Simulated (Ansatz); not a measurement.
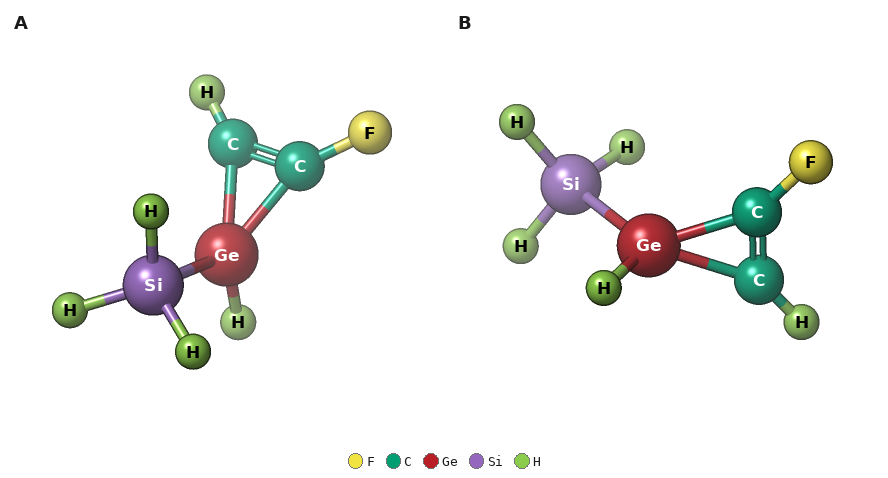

Depth is shown by fading: the farther an atom, the more it takes the colour of the background. The computed structure is the end point of a PBE0-D4/def2-TZVP optimisation. No frequency run is at hand to confirm it as a minimum.

Q: Can A be turned into B by a rotation alone?

A: Yes. They are the same structure, C2H5FGeSi (F[C]1=[CH][Ge@@H]1[SiH3]), seen from two directions: a rotation takes one into the other. The geometry is chiral (C1), so its mirror image would differ.
